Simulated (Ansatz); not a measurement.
# BClGaH5Si: up Jacob's ladder to CCSD(T), part 2 of 2

Ansatz 0.2.0, Gaussian basis; functionals in def2-TZVPP, the program's frozen cores in correlated methods.

**15. LC-ωPBE (range-separated)**

Contents of in.yaml:

```yaml
crystal:
  periodic: [false, false, false]
  atoms:
    - {symbol: Si, position_ang: [0.315626, 1.250737, -1.018581]}
    - {symbol: B, position_ang: [0.494362, -0.539822, -0.102681]}
    - {symbol: Cl, position_ang: [1.799363, -1.605710, -0.593480]}
    - {symbol: Ga, position_ang: [-0.771421, -1.238107, 1.405804]}
    - {symbol: H, position_ang: [-1.032241, 1.324532, -1.653241]}
    - {symbol: H, position_ang: [0.371209, 2.322904, 0.016833]}
    - {symbol: H, position_ang: [1.354269, 1.515750, -2.050143]}
    - {symbol: H, position_ang: [-2.066211, -2.067250, 1.070962]}
    - {symbol: H, position_ang: [-0.464965, -0.963024, 2.924529]}
basis:
  gaussian: {orbitals: def2-TZVPP}
hamiltonian: {xc: {name: LC-wPBE}}
output: {orbitals: {seedname: orbitals}}
```

Run with:

```sh
ansatz run in.yaml --threads 4 --pin off --events-out ev --progress --plain --max-ram 10444MiB
```

Log, cut to the lines that bear on the results:

```text
Functional definition: LC-wPBE
  name "LC-wPBE"
  cite "Vydrov & Scuseria, J. Chem. Phys. 125, 234109 (2006) doi:10.1063/1.2409292"
  cite "Heyd & Scuseria, J. Chem. Phys. 120, 7274 (2004) doi:10.1063/1.1668634"
  cite "Ernzerhof & Perdew, J. Chem. Phys. 109, 3313 (1998) doi:10.1063/1.476928"
  cite "Perdew, Burke & Ernzerhof, Phys. Rev. Lett. 77, 3865 (1996) doi:10.1103/PhysRevLett.77.3865"
  parent pbe
[...]
1414 factors; their error is unknown
443 factors; integrals over basis functions are off by at most 2.3e-5 eV
[...]
mean field -73523.24648988 eV, -2701.9294726567 hartree, gradient 3.0e-5 eV, S^2 0.000000; 0 other end points of the search recorded, 0 dependent functions left out
reference -73523.24648989 eV, -2701.9294726570 hartree; 36, 36 occupied and 197, 197 virtual orbitals, 1414 factors
Total energy: -73523.24648989 eV, -2701.9294726570 hartree
```

Wall time 4.4 s (4 threads of Arm Neoverse N1, shared host).

With the free atoms at this level, -73497.838 eV in sum, the atomisation energy is 2451.5 kJ/mol. HOMO -9.57 eV, LUMO -0.19 eV.

**16. ωB97X-V (range-separated)**

Edit in.yaml of step 15 so:

```diff
@@ -14,3 +14,3 @@
   gaussian: {orbitals: def2-TZVPP}
-hamiltonian: {xc: {name: LC-wPBE}}
+hamiltonian: {xc: {name: wB97X-V}}
 output: {orbitals: {seedname: orbitals}}
```

Launched as before.

Log, cut to the lines that bear on the results:

```text
Functional definition: wB97X-V
  name "wB97X-V"
  cite "Mardirossian & Head-Gordon, Phys. Chem. Chem. Phys. 16, 9904 (2014) doi:10.1039/C3CP54374A"
  cite "Becke, J. Chem. Phys. 107, 8554 (1997) doi:10.1063/1.475007"
  cite "Vydrov & Van Voorhis, J. Chem. Phys. 133, 244103 (2010) doi:10.1063/1.3521275"
[...]
      + integral(e_c_pw_opposite_spin*poly(b97_u_opposite, cos0, cos1)) + vv10(b, c)
1468 factors; their error is unknown
326 factors; integrals over basis functions are off by at most 1.1e-5 eV
[...]
mean field -73528.51510244 eV, -2702.1230905970 hartree, gradient 5.6e-5 eV, S^2 0.000000; 0 other end points of the search recorded, 0 dependent functions left out
reference -73528.51509994 eV, -2702.1230905051 hartree; 36, 36 occupied and 197, 197 virtual orbitals, 1468 factors
Total energy: -73528.51509994 eV, -2702.1230905051 hartree
```

Wall time 14 s (4 threads of Arm Neoverse N1, shared host); peak memory 0.81 GiB.

Atomisation energy: 2489.3 kJ/mol (free atoms -73502.715 eV, run apart). HOMO -9.23 eV, LUMO -0.26 eV.

**17. ωB97M-V (range-separated)**

Edit in.yaml of step 16 so:

```diff
@@ -14,3 +14,3 @@
   gaussian: {orbitals: def2-TZVPP}
-hamiltonian: {xc: {name: wB97X-V}}
-output: {orbitals: {seedname: orbitals}}
+hamiltonian: {xc: {name: wB97M-V}}
+output: {forces: true, orbitals: {seedname: orbitals}}
```

Launched as before.

Log, cut to the lines that bear on the results:

```text
Functional definition: wB97M-V
  name "wB97M-V"
  cite "Mardirossian & Head-Gordon, J. Chem. Phys. 144, 214110 (2016) doi:10.1063/1.4952647"
  cite "Becke, J. Chem. Phys. 107, 8554 (1997) doi:10.1063/1.475007"
  cite "Vydrov & Van Voorhis, J. Chem. Phys. 133, 244103 (2010) doi:10.1063/1.3521275"
  # Of w^i u^j: cxij and so on, Table III.
[...]
  gx(w, u) = 1 - cx + cx01*u + cx10*w
  gss(w, u) = css00 + css04*u^4 + css10*w + css20*w^2 + css43*w^4*u^3
  gos(w, u) = cos00 + cos10*w + (cos20 + cos21*u)*w^2 + (cos60 + cos61*u)*w^6
[...]
      + integral(e_c_pw_mod_opposite_spin*gos(b97_w_opposite, b97_u_opposite)) + vv10(b, c)
1468 factors; their error is unknown
326 factors; integrals over basis functions are off by at most 1.1e-5 eV
[...]
Total energy: -73531.73750982 eV, -2702.2415118840 hartree
Atom 0 at     0.315626     1.250737    -1.018581 Å, force    -0.019297     0.115102    -0.053623 eV/Å
Atom 1 at     0.494362    -0.539822    -0.102681 Å, force    -0.095178     0.087994     0.029999 eV/Å
Atom 2 at     1.799363    -1.605710    -0.593480 Å, force     0.053270    -0.034440    -0.025513 eV/Å
Atom 3 at    -0.771421    -1.238107     1.405804 Å, force    -0.067903    -0.041838     0.083429 eV/Å
Atom 4 at    -1.032241     1.324532    -1.653241 Å, force     0.151932    -0.011668     0.069829 eV/Å
Atom 5 at     0.371209     2.322904     0.016833 Å, force    -0.003252    -0.122031    -0.114711 eV/Å
Atom 6 at     1.354269     1.515750    -2.050143 Å, force    -0.113781    -0.039602     0.119447 eV/Å
Atom 7 at    -2.066211    -2.067250     1.070962 Å, force     0.115700     0.070638     0.024928 eV/Å
Atom 8 at    -0.464965    -0.963024     2.924529 Å, force    -0.021491    -0.024154    -0.133783 eV/Å
Dipole moment:     0.000535     0.029443    -0.017354 e Å
```

Run time: 20 s. Hardware: 4 threads of Arm Neoverse N1, shared host; peak memory 0.91 GiB.

Atomisation energy: 2465.8 kJ/mol (free atoms -73506.182 eV, run apart). HOMO -9.05 eV, LUMO -0.44 eV.

**18. B2PLYP (double hybrid)**

Edit in.yaml of step 17 so:

```diff
@@ -14,3 +14,2 @@
   gaussian: {orbitals: def2-TZVPP}
-hamiltonian: {xc: {name: wB97M-V}}
-output: {forces: true, orbitals: {seedname: orbitals}}
+hamiltonian: {xc: {name: B2PLYP}}
```

The command is unchanged.

Log, cut to the lines that bear on the results:

```text
Functional definition: B2PLYP
  name "B2PLYP"
  cite "Grimme, J. Chem. Phys. 124, 034108 (2006) doi:10.1063/1.2148954"
  cite "Becke, Phys. Rev. A 38, 3098 (1988) doi:10.1103/PhysRevA.38.3098"
  cite "Lee, Yang & Parr, Phys. Rev. B 37, 785 (1988) doi:10.1103/PhysRevB.37.785"
[...]
1388 factors; integrals over basis functions are off by at most 1.0e-3 eV
[...]
mean field -73513.02920548 eV, -2701.5539943805 hartree, gradient 4.8e-6 eV, S^2 0.000000; 0 other end points of the search recorded, 0 dependent functions left out
20 core orbitals not correlated: weight in the atoms' cores, before any rotation towards them, 1.000 or more for the frozen orbitals, at most 0.000 for the correlated occupied ones
reference -73513.02940819 eV, -2701.5540018298 hartree; 16, 16 occupied and 197, 197 virtual orbitals, 1388 factors
second order -21.65076084 eV of doubles, -0.00000000 eV of singles
Total energy: -73518.87511361 eV, -2701.7688275419 hartree
```

Wall time 8.5 s (4 threads of Arm Neoverse N1, shared host); peak memory 0.6 GiB.

Atomisation energy: 2422.6 kJ/mol (free atoms -73493.767 eV, run apart).

**19. PBE-QIDH (double hybrid)**

Edit in.yaml of step 18 so:

```diff
@@ -14,2 +14,2 @@
   gaussian: {orbitals: def2-TZVPP}
-hamiltonian: {xc: {name: B2PLYP}}
+hamiltonian: {xc: {name: PBE-QIDH}}
```

Same command.

Log, cut to the lines that bear on the results:

```text
Functional definition: PBE-QIDH
  name "PBE-QIDH"
  cite "Brémond, Sancho-García, Pérez-Jiménez & Adamo, J. Chem. Phys. 141, 031101 (2014) doi:10.1063/1.4890314"
  cite "Perdew, Burke & Ernzerhof, Phys. Rev. Lett. 77, 3865 (1996) doi:10.1103/PhysRevLett.77.3865"
[...]
1388 factors; integrals over basis functions are off by at most 1.0e-3 eV
[...]
mean field -73500.51605670 eV, -2701.0941446444 hartree, gradient 6.7e-6 eV, S^2 0.000000; 0 other end points of the search recorded, 0 dependent functions left out
20 core orbitals not correlated: weight in the atoms' cores, before any rotation towards them, 1.000 or more for the frozen orbitals, at most 0.000 for the correlated occupied ones
reference -73500.51607244 eV, -2701.0941452230 hartree; 16, 16 occupied and 197, 197 virtual orbitals, 1388 factors
second order -19.97777527 eV of doubles, -0.00000000 eV of singles
Total energy: -73507.17533086 eV, -2701.3388684563 hartree
```

Run time: 9 s. Hardware: 4 threads of Arm Neoverse N1, shared host; peak memory 0.6 GiB.

With the free atoms at this level, -73481.713 eV in sum, the atomisation energy is 2456.8 kJ/mol.

**20. Frontier levels by functional**

Dipoles come from the runs that computed forces. Levels are read from the orbital files that the runs wrote:

```csv
functional,HOMO (eV),LUMO (eV),gap (eV),dipole (D)
LDA (SPW92),-6.00,-3.54,2.46,
PBE-D4,-5.89,-3.34,2.54,0.12
revPBE-D4,-5.84,-3.25,2.58,
BLYP-D4,-5.77,-3.14,2.63,
r2SCAN-D4,-6.10,-3.13,2.97,0.16
B97M-V,-6.22,-3.20,3.02,
PBE0-D4,-6.99,-2.45,4.54,
B3LYP-D4,-6.81,-2.59,4.22,0.18
r2SCANh-D4,-6.51,-2.81,3.70,
r2SCAN0-D4,-7.13,-2.34,4.79,
HSE06-D4,-6.60,-2.83,3.77,
BHLYP-D4,-8.02,-1.37,6.65,
CAM-B3LYP-D4,-8.28,-1.27,7.01,
LC-ωPBE,-9.57,-0.19,9.38,
ωB97X-V,-9.23,-0.26,8.97,
ωB97M-V,-9.05,-0.44,8.60,0.16
```

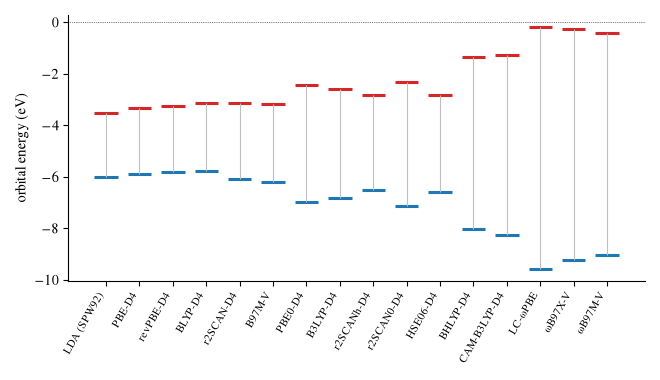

Highest occupied (blue) and lowest empty (red) level by functional.

**21. CCSD(T) in def2-SVP**

Edit in.yaml of step 19 so:

```diff
@@ -13,3 +13,3 @@
 basis:
-  gaussian: {orbitals: def2-TZVPP}
-hamiltonian: {xc: {name: PBE-QIDH}}
+  gaussian: {orbitals: def2-SVP}
+correlation: {method: ccsd_t}
```

The command is unchanged.

Log, cut to the lines that bear on the results:

```text
Functional definition: HF
  name "HF"
  cite "Fock, Z. Phys. 61, 126 (1930) doi:10.1007/BF01340294"
  parent pbe
[...]
1050 factors; integrals over basis functions are off by at most 1.2e-3 eV
[...]
mean field -73437.03478099 eV, -2698.7612507913 hartree, gradient 1.1e-6 eV, S^2 0.000000; 0 other end points of the search recorded, 0 dependent functions left out
20 core orbitals not correlated: weight in the atoms' cores, before any rotation towards them, 1.000 or more for the frozen orbitals, at most 0.000 for the correlated occupied ones
reference -73437.03478099 eV, -2698.7612507913 hartree; 16, 16 occupied and 71, 71 virtual orbitals, 1050 factors
second order -14.42647301 eV of doubles, -0.00000000 eV of singles
cycle   1  -15.01141721 eV  change   -5.8e-1 eV  update   1.1e-1
[...]
cycle   9  -15.68980535 eV  change   -3.0e-5 eV  update   2.7e-5
perturbative correction -0.47727730 eV, -0.0175396173 hartree
Total energy: -73453.20186363 eV, -2699.3553801201 hartree
```

It took 7 s on 4 threads of Arm Neoverse N1, shared host.

**22. CCSD(T) in def2-TZVPP**

Edit in.yaml of step 21 so:

```diff
@@ -13,3 +13,4 @@
 basis:
-  gaussian: {orbitals: def2-SVP}
+  gaussian: {orbitals: def2-TZVPP}
 correlation: {method: ccsd_t}
+output: {orbitals: {seedname: orbitals}}
```

Same command.

Log, cut to the lines that bear on the results:

```text
Functional definition: HF
  name "HF"
  cite "Fock, Z. Phys. 61, 126 (1930) doi:10.1007/BF01340294"
  parent pbe
[...]
1388 factors; integrals over basis functions are off by at most 1.0e-3 eV
[...]
mean field -73451.59846118 eV, -2699.2964561668 hartree, gradient 2.8e-6 eV, S^2 0.000000; 0 other end points of the search recorded, 0 dependent functions left out
20 core orbitals not correlated: weight in the atoms' cores, before any rotation towards them, 1.000 or more for the frozen orbitals, at most 0.000 for the correlated occupied ones
reference -73451.59846118 eV, -2699.2964561668 hartree; 16, 16 occupied and 197, 197 virtual orbitals, 1388 factors
second order -17.48748605 eV of doubles, -0.00000000 eV of singles
cycle   1  -18.16310766 eV  change   -6.8e-1 eV  update   1.2e-1
[...]
cycle   9  -18.91840265 eV  change   -2.9e-5 eV  update   3.5e-5
perturbative correction -0.77882374 eV, -0.0286212445 hartree
Total energy: -73471.29568757 eV, -2700.0203158852 hartree
```

Run time: 2.8 min. Hardware: 4 threads of Arm Neoverse N1, shared host; peak memory 3.8 GiB.

**23. MP2 in def2-QZVPP**

Edit in.yaml of step 22 so:

```diff
@@ -13,4 +13,3 @@
 basis:
-  gaussian: {orbitals: def2-TZVPP}
-correlation: {method: ccsd_t}
-output: {orbitals: {seedname: orbitals}}
+  gaussian: {orbitals: "def2-QZVPP.json"}
+correlation: {method: mp2}
```

The command is unchanged.

Log:

```text
Functional definition: HF
  name "HF"
  cite "Fock, Z. Phys. 61, 126 (1930) doi:10.1007/BF01340294"
  parent pbe
  exchange = exact_x
  correlation = 0
2634 factors; integrals over basis functions are off by at most 8.6e-4 eV
mean field evaluation 1: about -73451.3892 eV, gradient 1.8e1 eV
mean field evaluation 2: about -73451.5113 eV, gradient 1.8e1 eV
mean field evaluation 4: about -73453.2780 eV, gradient 4.6e0 eV
mean field evaluation 8: about -73453.3153 eV, gradient 2.6e-1 eV
mean field -73453.31575780 eV, -2699.3595656535 hartree, gradient 1.9e-6 eV, S^2 0.000000; 0 other end points of the search recorded, 0 dependent functions left out
20 core orbitals not correlated: weight in the atoms' cores, before any rotation towards them, 1.000 or more for the frozen orbitals, at most 0.000 for the correlated occupied ones
reference -73453.31575780 eV, -2699.3595656535 hartree; 16, 16 occupied and 400, 400 virtual orbitals, 2634 factors
second order -25.17439723 eV of doubles, -0.00000000 eV of singles
Total energy: -73478.49015503 eV, -2700.2847076879 hartree
```

Wall time 34 s (4 threads of Arm Neoverse N1, shared host); peak memory 2.3 GiB.

Energy pieces by basis (eV):

```csv
basis,HF,MP2 correlation,CCSD correlation,(T),total
def2-SVP,-73437.0348,-14.4265,-15.6898,-0.4773,-73453.2019
def2-TZVPP,-73451.5985,-17.4875,-18.9184,-0.7788,-73471.2957
def2-QZVPP,-73453.3158,-25.1744,,,-73478.4902 (MP2)
```

The report of the def2-TZVPP run gives T1 = 0.0145.

**24. The basis-set limit**

This step is arithmetic on the last runs, with X = 3 and 4: exp(−7.88√X) for Hartree-Fock, X^−2.97 for correlation; only MP2 was run in the larger set, so CCSD(T) minus MP2 is added from the smaller one.

```csv
level,energy at the limit (eV)
HF,-73453.5523
MP2,-73484.4207
CCSD,-73485.8516
CCSD(T),-73486.6304
```

This is no true limit for total energies: MP2 correlation changes by a factor of 1.44 from triple to quadruple zeta (about 1.07 in light molecules), because outer-core shells are correlated in sets not made for them. Much of that cancels between molecule and atoms or ions.

**25. RPA on PBE orbitals**

Edit in.yaml of step 23 so:

```diff
@@ -13,3 +13,4 @@
 basis:
-  gaussian: {orbitals: "def2-QZVPP.json"}
-correlation: {method: mp2}
+  gaussian: {orbitals: def2-TZVPP}
+hamiltonian: {xc: pbe}
+correlation: {method: rpa}
```

The command is unchanged.

Log, cut to the lines that bear on the results:

```text
Functional definition: PBE
  name "PBE"
  cite "Perdew, Burke & Ernzerhof, Phys. Rev. Lett. 77, 3865 (1996) doi:10.1103/PhysRevLett.77.3865"
  parent pbe
[...]
1388 factors; integrals over basis functions are off by at most 1.0e-3 eV
[...]
mean field -73517.95851192 eV, -2701.7351430510 hartree, gradient 2.8e-6 eV, S^2 0.000000; 0 other end points of the search recorded, 0 dependent functions left out
20 core orbitals not correlated: weight in the atoms' cores, before any rotation towards them, 1.000 or more for the frozen orbitals, at most 0.000 for the correlated occupied ones
reference -73449.63138753 eV, -2699.2241675435 hartree; 16, 16 occupied and 197, 197 virtual orbitals, 1388 factors
Total energy: -73480.31199655 eV, -2700.3516591289 hartree
```

Run time: 7 s. Hardware: 4 threads of Arm Neoverse N1, shared host.

RPA correlation: -30.681 eV. No RPA run of the hydrogen atom was made, so RPA has no atomisation energy below.

**26. All levels against the reference**

Free atoms (1 Si, 1 B, 1 Cl, 1 Ga, 5 H) were run apart at each level; the atomisation energy is their sum less the molecule, without zero-point or spin-orbit terms.

Differences are taken before rounding.

```csv
method,rung,atomisation energy (kJ/mol),from CCSD(T)/CBS (kJ/mol),time
LDA (SPW92),LDA,2766.7,+302.0,2 s
PBE-D4,GGA,2465.3,+0.7,3.9 s
revPBE-D4,GGA,2420.6,-44.0,3.1 s
BLYP-D4,GGA,2421.3,-43.4,3.3 s
r2SCAN-D4,meta-GGA,2489.3,+24.7,8.5 s
B97M-V,meta-GGA,2507.5,+42.9,17 s
PBE0-D4,hybrid,2456.5,-8.1,5.5 s
B3LYP-D4,hybrid,2451.7,-12.9,8 s
r2SCANh-D4,hybrid,2479.2,+14.6,9 s
r2SCAN0-D4,hybrid,2465.8,+1.1,9 s
HSE06-D4,hybrid,2457.3,-7.3,6 s
BHLYP-D4,hybrid,2427.4,-37.3,6 s
CAM-B3LYP-D4,range-separated,2464.4,-0.2,6.5 s
LC-ωPBE,range-separated,2451.5,-13.1,4.4 s
ωB97X-V,range-separated,2489.3,+24.7,14 s
ωB97M-V,range-separated,2465.8,+1.1,20 s
B2PLYP,double hybrid,2422.6,-42.0,8.5 s
PBE-QIDH,double hybrid,2456.8,-7.9,9 s
HF/def2-TZVPP,wavefunction,1874.3,-590.3,
MP2/def2-TZVPP,wavefunction,2419.4,-45.2,
CCSD/def2-TZVPP,wavefunction,2382.7,-82.0,
CCSD(T)/def2-SVP,wavefunction,2323.6,-141.0,7 s
CCSD(T)/def2-TZVPP,wavefunction,2413.2,-51.4,2.8 min
MP2/CBS,wavefunction,2470.8,+6.1,
CCSD(T)/CBS,wavefunction,2464.6,0,3.3 min
```

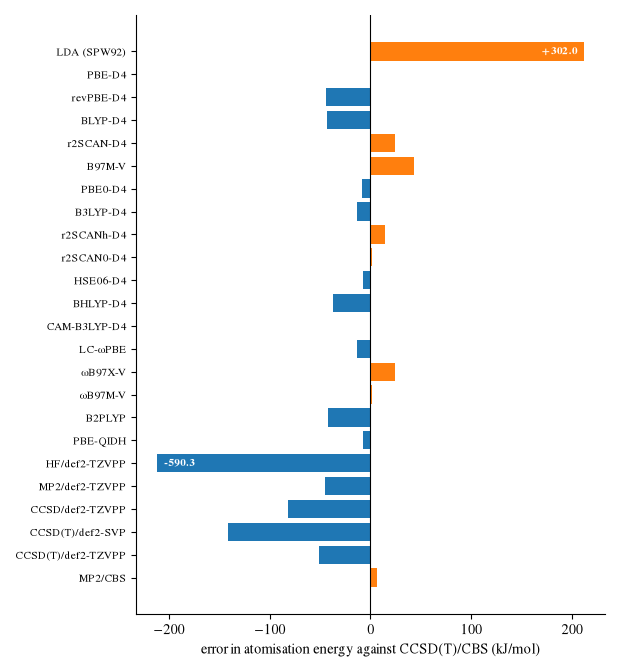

How far each level lands from CCSD(T)/CBS. Bars with a number in them are cut short.

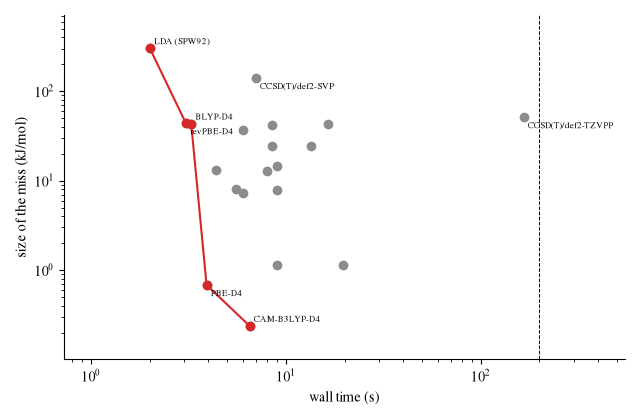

Accuracy for the time spent; red marks the levels that beat every quicker one drawn (of those quicker than the yardstick), and the dashed line is the time of CCSD(T)/CBS. Only those levels and the largest misses are named. Times are from a shared host.

LDA (SPW92), LC-ωPBE, B2PLYP, PBE-QIDH carry no dispersion term (for B3LYP, D4 adds 36.5 kJ/mol).

Times are those of the molecule's run; HF, MP2 and CCSD come out of the CCSD(T) runs, and the limit's time is the sum of the runs that it needs.

**27. What came out**

What follows sums up all 2 parts.

| quantity | value |
| --- | --- |
| atomisation energy, CCSD(T)/CBS | 2464.6 kJ/mol |
| functionals within 24.6 kJ/mol (1.0 %) | PBE-D4, PBE0-D4, B3LYP-D4, r2SCANh-D4, r2SCAN0-D4, HSE06-D4, CAM-B3LYP-D4, LC-ωPBE, ωB97M-V, PBE-QIDH |
| farthest beyond LDA | revPBE-D4 (-44.0 kJ/mol) |
| mean size of error, GGA | 29.4 kJ/mol |
| mean size of error, meta-GGA | 33.8 kJ/mol |
| mean size of error, hybrid | 13.6 kJ/mol |
| mean size of error, range-separated | 9.8 kJ/mol |
| mean size of error, double hybrid | 24.9 kJ/mol |
| gap, smallest and largest | 2.46 eV (LDA (SPW92)), 9.38 eV (LC-ωPBE) |
| T1 diagnostic | 0.0145 |
| triples share of the correlation energy | 4.0 % |

In words: The LDA atomisation energy is off by 302.0 kJ/mol (12 %): it overbinds. PBE-D4 misses by +0.7 kJ/mol. Double hybrids carry the basis error of their MP2 part in triple zeta, and no dispersion term here, so their miss is partly the set-up's. The rungs range-separated, hybrid miss on average by less than the doubt on the reference (24.6 kJ/mol), so they tie. The reference freezes the cores and leaves out relativity and excitations past (T), and its outer-core shells are covered unevenly, so misses under about 24.6 kJ/mol can't be ranked. Hartree-Fock recovers 76 % of the binding; the rest is correlation. CCSD(T) in def2-SVP is off by -141.0 kJ/mol, more than most functionals: a good method in a small basis is no reference. Orbital gaps span 2.5 to 9.4 eV; exact exchange widens them. Correlated methods include outer-core shells of Ga, which these sets cover unevenly.

CAM-B3LYP-D4 reaches 0.2 kJ/mol from the reference in 6.5 s, where CCSD(T)/CBS took 3.3 min; the quickest level in the cost chart, LDA (SPW92), takes 2 s and misses by 302.0 kJ/mol.
